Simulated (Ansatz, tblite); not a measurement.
**C₈H₇F₁₃O₃Si: a ladder of methods and basis sets**

Aim: run the singlet of C₈H₇F₁₃O₃Si at one geometry on many levels, and compare frontier levels, spin and run time.

Method: as each input shows; program: Ansatz 0.2.0, Gaussian basis.

Plan: GFN1-xTB, GFN2-xTB, PBE-D4/def2-TZVP, r2SCAN-D4/def2-TZVP, B2PLYP/def2-TZVP, HSE06-D4/def2-TZVP, BLYP-D4/def2-TZVP, LC-ωPBE(0.10)/def2-SVP, LC-ωPBE(0.15)/def2-SVP, LC-ωPBE(0.20)/def2-SVP, LC-ωPBE(0.30)/def2-SVP, PBE-D4/def2-SVP, PBE0-D4/def2-SVP, HF/STO-3G, HF/6-31G, B3LYP-D4/6-31G, MP2/def2-SVP, RPA/def2-SVP.

## (1) The geometry

The singlet was relaxed beforehand with PBE-D4/def2-SVP.

SMILES `O[Si](O)(O)CCC(F)(F)C(F)(F)C(F)(F)C(F)(F)C(F)(F)C(F)(F)F`, 32 atoms, charge 0, spin multiplicity 1.

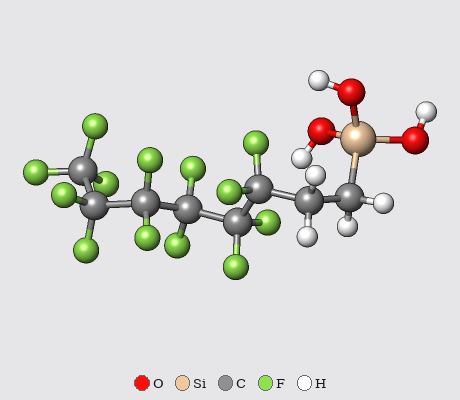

The structure; oxygen red, silicon light orange, carbon grey, fluorine green, hydrogen white.

Geometry (Å):

```xyz
32

O    -2.77731    1.36578    0.96747
Si   -3.48147    1.03574   -0.51640
O    -5.14145    0.90812   -0.42004
O    -3.13534    2.31774   -1.53859
C    -2.95791   -0.62678   -1.24348
C    -1.61666   -0.68694   -1.98700
C    -0.35650   -0.25283   -1.25100
F     0.69691   -0.32433   -2.12119
F    -0.45209    1.05607   -0.83477
C     0.03013   -1.10630   -0.00690
F     0.25554   -2.37590   -0.40993
F    -1.03591   -1.12403    0.86277
C     1.23697   -0.63033    0.88309
F     0.87837    0.52685    1.49198
F     1.39398   -1.59247    1.82861
C     2.60670   -0.40834    0.17062
F     2.55798    0.75855   -0.51113
F     2.81825   -1.43011   -0.69556
C     3.87335   -0.36877    1.10143
F     4.07484   -1.59807    1.62591
F     4.91589   -0.06114    0.29017
C     3.87560    0.66609    2.26878
F     5.10725    0.71631    2.79735
F     3.01109    0.29879    3.22826
F     3.54406    1.88631    1.81945
H    -2.23911    0.64201    1.33174
H    -5.58952    1.70758   -0.09472
H    -2.26009    2.70684   -1.36108
H    -3.75792   -0.87219   -1.97341
H    -3.02297   -1.41047   -0.46207
H    -1.40976   -1.70789   -2.36915
H    -1.64291   -0.01590   -2.87125
```

PBE0-D4/def2-TZVP was run before; its log isn't repeated, and its numbers join the tables.

## (2) GFN1-xTB

Tight binding, by tblite at 300 K electronic temperature and without a spin-polarisation term:

```python
tblite.interface.Calculator('GFN1-xTB', numbers, positions, charge=0, uhf=0).singlepoint()
```

Energy -2821.7946 eV, HOMO -12.30 eV, LUMO -4.86 eV; 0.06 s.

## (3) GFN2-xTB

Tight binding, by tblite at 300 K electronic temperature and without a spin-polarisation term:

```python
tblite.interface.Calculator('GFN2-xTB', numbers, positions, charge=0, uhf=0).singlepoint()
```

Energy -2619.1024 eV, HOMO -11.72 eV, LUMO -4.68 eV; 0.059 s.

## (4) PBE-D4/def2-TZVP

start.molden holds the orbitals of an earlier run on this state, given as this run's starting guess.

The input, in.yaml:

```yaml
crystal:
  periodic: [false, false, false]
  atoms:
    - {symbol: O, position_ang: [-2.777306, 1.365777, 0.967468]}
    - {symbol: Si, position_ang: [-3.481473, 1.035738, -0.516396]}
    - {symbol: O, position_ang: [-5.141454, 0.908116, -0.420043]}
    - {symbol: O, position_ang: [-3.135342, 2.317744, -1.538590]}
    - {symbol: C, position_ang: [-2.957913, -0.626779, -1.243484]}
    - {symbol: C, position_ang: [-1.616657, -0.686936, -1.986999]}
    - {symbol: C, position_ang: [-0.356496, -0.252835, -1.250998]}
    - {symbol: F, position_ang: [0.696907, -0.324329, -2.121193]}
    - {symbol: F, position_ang: [-0.452090, 1.056066, -0.834772]}
    - {symbol: C, position_ang: [0.030133, -1.106301, -0.006895]}
    - {symbol: F, position_ang: [0.255544, -2.375899, -0.409932]}
    - {symbol: F, position_ang: [-1.035912, -1.124034, 0.862775]}
    - {symbol: C, position_ang: [1.236975, -0.630329, 0.883091]}
    - {symbol: F, position_ang: [0.878374, 0.526850, 1.491983]}
    - {symbol: F, position_ang: [1.393977, -1.592467, 1.828607]}
    - {symbol: C, position_ang: [2.606702, -0.408343, 0.170625]}
    - {symbol: F, position_ang: [2.557981, 0.758555, -0.511129]}
    - {symbol: F, position_ang: [2.818248, -1.430110, -0.695560]}
    - {symbol: C, position_ang: [3.873350, -0.368766, 1.101426]}
    - {symbol: F, position_ang: [4.074841, -1.598075, 1.625909]}
    - {symbol: F, position_ang: [4.915887, -0.061140, 0.290170]}
    - {symbol: C, position_ang: [3.875597, 0.666090, 2.268783]}
    - {symbol: F, position_ang: [5.107248, 0.716307, 2.797353]}
    - {symbol: F, position_ang: [3.011085, 0.298792, 3.228257]}
    - {symbol: F, position_ang: [3.544057, 1.886307, 1.819451]}
    - {symbol: H, position_ang: [-2.239115, 0.642010, 1.331738]}
    - {symbol: H, position_ang: [-5.589518, 1.707585, -0.094717]}
    - {symbol: H, position_ang: [-2.260086, 2.706839, -1.361077]}
    - {symbol: H, position_ang: [-3.757917, -0.872187, -1.973408]}
    - {symbol: H, position_ang: [-3.022967, -1.410474, -0.462070]}
    - {symbol: H, position_ang: [-1.409763, -1.707887, -2.369146]}
    - {symbol: H, position_ang: [-1.642908, -0.015905, -2.871246]}
basis:
  gaussian: {orbitals: def2-TZVP, fitting: {mean_field: def2-universal-jkfit}, initial_orbitals: start.molden}
hamiltonian: {xc: pbe, dispersion: d4}
scf: {omitted_lower_state_checks: [starts]}
output: {forces: true, orbitals: {seedname: orbitals}}
```

Command:

```sh
$ ansatz run in.yaml --threads 2 --pin off --events-out ev --progress --plain --max-ram 32768MiB --backend cuda --devices 0, --max-vram 18GiB
```

After this run come: r2SCAN-D4/def2-TZVP; B2PLYP/def2-TZVP; HSE06-D4/def2-TZVP; BLYP-D4/def2-TZVP; LC-ωPBE(0.10)/def2-SVP; LC-ωPBE(0.15)/def2-SVP; LC-ωPBE(0.20)/def2-SVP; LC-ωPBE(0.30)/def2-SVP; PBE-D4/def2-SVP; PBE0-D4/def2-SVP; HF/STO-3G; HF/6-31G; B3LYP-D4/6-31G; MP2/def2-SVP; RPA/def2-SVP.

Before running them: what should the planned runs give, taken together? Wanted: gap in def2-TZVP, named functionals, smallest and largest; gap over the ω; correlation energy, MP2/def2-SVP; binding an atom, functionals in def2-TZVP; PBE0 total energy, smallest basis above largest.

As calculated:

| quantity | value |
| --- | --- |
| gap in def2-TZVP, named functionals, smallest and largest | 5.96 eV (PBE-D4), 8.63 eV (PBE0-D4) |
| gap over the ω (1/bohr) | 8.84 eV at 0.1, 12.82 eV at 0.3 |
| correlation energy, MP2/def2-SVP | -111.55 eV |
| binding an atom, functionals in def2-TZVP | 4.42 (BLYP-D4) to 4.60 eV (PBE-D4) |
| PBE0 total energy, smallest basis above largest | 62.33 eV (def2-SVP, def2-TZVP) |

Orbital gaps of the named functionals in def2-TZVP span 5.96 eV (PBE-D4) to 8.63 eV (PBE0-D4); exact exchange widens it. Raising the ω (1/bohr) from 0.1 to 0.3 moves the HOMO by -2.31 eV and the LUMO by +1.68 eV.
